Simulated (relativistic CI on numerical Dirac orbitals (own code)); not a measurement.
# Sc²⁺: resonant inelastic X-ray scattering at the L2,3 edge

Aim: the energy losses and their intensities at the absorption maxima, by the Kramers-Heisenberg formula, for 6 crystal fields.

Program: relativistic CI on numerical Dirac orbitals (own code) version 3. Level of theory: Dirac-Coulomb-Breit CI, KLI orbitals optimised for each configuration, model QED (radiative potential, 1s self-energy scaled to tabulated hydrogen-like ionisation energies), valence Slater integrals scaled by 0.8, Kramers-Heisenberg scattering through one core-hole configuration in a parametric crystal field. These are calculated values, not measurements, unless marked.

## 1. The atom as given

| Item | Value |
| --- | --- |
| ion | Sc²⁺ (Sc III) |
| nuclear charge | 21 |
| electrons | 19 |
| configurations | [Ar] 3d → [He] 2s2 2p5 3s2 3p6 3d2 |
| temperature | 300 K |
| core-hole width | 0.4 eV |
| field 1 (cm⁻¹) | Oh, 10Dq = 3250 |
| field 2 (cm⁻¹) | Oh, 10Dq = 7350 |
| field 3 (cm⁻¹) | Oh, 10Dq = 11400 |
| field 4 (cm⁻¹) | Oh, 10Dq = 15500 |
| field 5 (cm⁻¹) | Oh, 10Dq = 19600 |
| field 6 (cm⁻¹) | Oh, 10Dq = 23700 |

## 2. Field 1: Oh, 10Dq = 3250

Settings of the run:

```ini
atom Sc  Z=21  charge=2  electrons=19
nucleus A=45  rms_radius_fm=3.5459
hamiltonian dirac-coulomb  breit=on  qed=on  c_scale=1
orbitals kli  potential=per-configuration
slater_scale 0.8
correlation none
mixing on
configurations
  [Ar] 3d
  [He] 2s2 2p5 3s2 3p6 3d2
end
rixs L2,3 T=300 core_hole_width=0.4
crystal_field Oh 10Dq=3250
```

The run is started by

```console
python run_levels.py task.json out
```

The settings of every run stand in task.json; they run in order.

The program writes no log. Results of the run, from its result record (rounded, main fields):

```text
{
  "status": "converged",
  "incident [eV]": [402.7, 405.3, 406.8],
  "losses [loss_eV, degeneracy, irrep, S, I1, I2, I3]": [
    [5.823e-13, 4, "G8", 0.5, 282.1, 68.75, 307.5],
    [0.01233, 2, "G7", 0.5, 24.29, 5.701, 72.94],
    [0.4075, 4, "G8", 0.5, 53.62, 15.79, 100]
  ],
  "ground_S": 0.5
}
```

It took 0.16 s on 1 thread of AMD EPYC 7R43, shared host.

## 3. Field 2: Oh, 10Dq = 7350

The settings differ from step 2 so:

```diff
@@ -12,2 +12,2 @@
 rixs L2,3 T=300 core_hole_width=0.4
-crystal_field Oh 10Dq=3250
+crystal_field Oh 10Dq=7350
```

From the record:

```text
{
  "status": "converged",
  "incident [eV]": [403.0, 406.4, 407.1],
  "losses [loss_eV, degeneracy, irrep, S, I1, I2, I3]": [
    [6.025e-13, 4, "G8", 0.5, 217.9, 102.2, 210.4],
    [0.0122, 2, "G7", 0.5, 7.129, 7.123, 41.06],
    [0.9155, 4, "G8", 0.5, 49.36, 12.88, 100]
  ],
  "ground_S": 0.5
}
```

Wall time 0.16 s (1 thread of AMD EPYC 7R43, shared host).

## 4. Field 3: Oh, 10Dq = 11400

The settings differ from step 3 so:

```diff
@@ -12,2 +12,2 @@
 rixs L2,3 T=300 core_hole_width=0.4
-crystal_field Oh 10Dq=7350
+crystal_field Oh 10Dq=11400
```

From the record:

```text
{
  "status": "converged",
  "incident [eV]": [403.2, 406.3, 407.5],
  "losses [loss_eV, degeneracy, irrep, S, I1, I2, I3]": [
    [6.084e-13, 4, "G8", 0.5, 167.9, 233.2, 184.2],
    [0.01216, 2, "G7", 0.5, 11.21, 13.6, 36.62],
    [1.418, 4, "G8", 0.5, 42.19, 21.2, 100]
  ],
  "ground_S": 0.5
}
```

Run time: 0.16 s. Hardware: 1 thread of AMD EPYC 7R43, shared host.

## 5. Field 4: Oh, 10Dq = 15500

The settings differ from step 4 so:

```diff
@@ -12,2 +12,2 @@
 rixs L2,3 T=300 core_hole_width=0.4
-crystal_field Oh 10Dq=11400
+crystal_field Oh 10Dq=15500
```

From the record:

```text
{
  "status": "converged",
  "incident [eV]": [403.3, 406.4, 407.6],
  "losses [loss_eV, degeneracy, irrep, S, I1, I2, I3]": [
    [6.113e-13, 4, "G8", 0.5, 324.4, 357.7, 354.3],
    [0.01214, 2, "G7", 0.5, 22.25, 19.68, 51.21],
    [1.926, 4, "G8", 0.5, 43.97, 77.81, 100]
  ],
  "ground_S": 0.5
}
```

Run time: 0.16 s. Hardware: 1 thread of AMD EPYC 7R43, shared host.

## 6. Field 5: Oh, 10Dq = 19600

The settings differ from step 5 so:

```diff
@@ -12,2 +12,2 @@
 rixs L2,3 T=300 core_hole_width=0.4
-crystal_field Oh 10Dq=15500
+crystal_field Oh 10Dq=19600
```

From the record:

```text
{
  "status": "converged",
  "incident [eV]": [404.2, 406.6, 407.9],
  "losses [loss_eV, degeneracy, irrep, S, I1, I2, I3]": [
    [6.129e-13, 4, "G8", 0.5, 383.4, 221.2, 225.5],
    [0.01213, 2, "G7", 0.5, 22.74, 35, 24.92],
    [2.434, 4, "G8", 0.5, 50.52, 55.83, 100]
  ],
  "ground_S": 0.5
}
```

Run time: 0.16 s. Hardware: 1 thread of AMD EPYC 7R43, shared host.

## 7. Field 6: Oh, 10Dq = 23700

The settings differ from step 6 so:

```diff
@@ -12,2 +12,2 @@
 rixs L2,3 T=300 core_hole_width=0.4
-crystal_field Oh 10Dq=19600
+crystal_field Oh 10Dq=23700
```

From the record:

```text
{
  "status": "converged",
  "incident [eV]": [404.2, 406.9, 408.3],
  "losses [loss_eV, degeneracy, irrep, S, I1, I2, I3]": [
    [6.142e-13, 4, "G8", 0.5, 477.6, 173.1, 166.5],
    [0.01212, 2, "G7", 0.5, 33.12, 34.85, 17.5],
    [2.943, 4, "G8", 0.5, 46.67, 44.23, 100]
  ],
  "ground_S": 0.5
}
```

Wall time 0.16 s (1 thread of AMD EPYC 7R43, shared host).

## 8. The fields side by side

| field | S, thermal mean | first incident energy (eV) | lowest loss over 0.08 eV (eV) | strongest such loss there (eV) | its level |
| --- | --- | --- | --- | --- | --- |
| 1: Oh | 0.50 | 402.7 | 0.407 | 0.407 | G8, S = 0.5 |
| 2: Oh | 0.50 | 403.0 | 0.916 | 0.916 | G8, S = 0.5 |
| 3: Oh | 0.50 | 403.2 | 1.418 | 1.418 | G8, S = 0.5 |
| 4: Oh | 0.50 | 403.3 | 1.926 | 1.926 | G8, S = 0.5 |
| 5: Oh | 0.50 | 404.2 | 2.434 | 2.434 | G8, S = 0.5 |
| 6: Oh | 0.50 | 404.2 | 2.943 | 2.943 | G8, S = 0.5 |

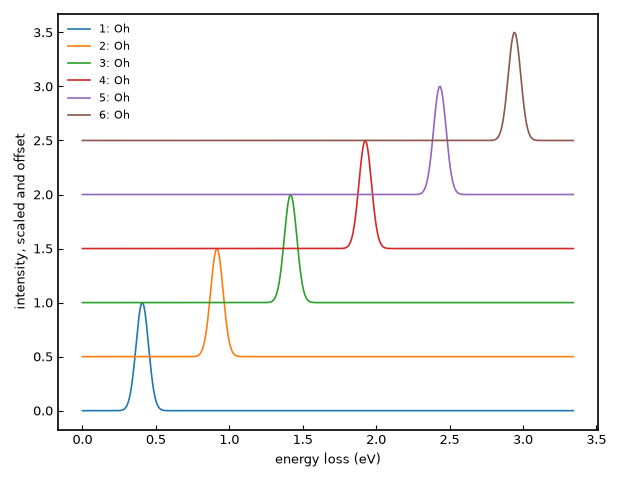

Losses over 0.08 eV at the first incident energy, broadened by 0.1 eV for the drawing.

## 9. What came out

| quantity | value |
| --- | --- |
| incident energies, field 1 | 402.7, 405.3, 406.8 eV |
| strongest loss over 0.08 eV, field 1 | 0.41 eV |
| share of spin-changing ones, field 1 | 0 % |

What this shows: In field 1 the strongest loss over 0.08 eV at the first resonance is 0.41 eV (G8, S = 0.5). As 10Dq goes from 3250 to 23700 cm⁻¹, that strongest loss goes from 0.41 to 2.94 eV. The first incident energy is the lowest absorption maximum of each field and need not be the same resonance in all. Only the lowest levels kept in the record count, and labels are spin-orbit irreps. Polarisations are summed, and charge-transfer losses are outside the model.
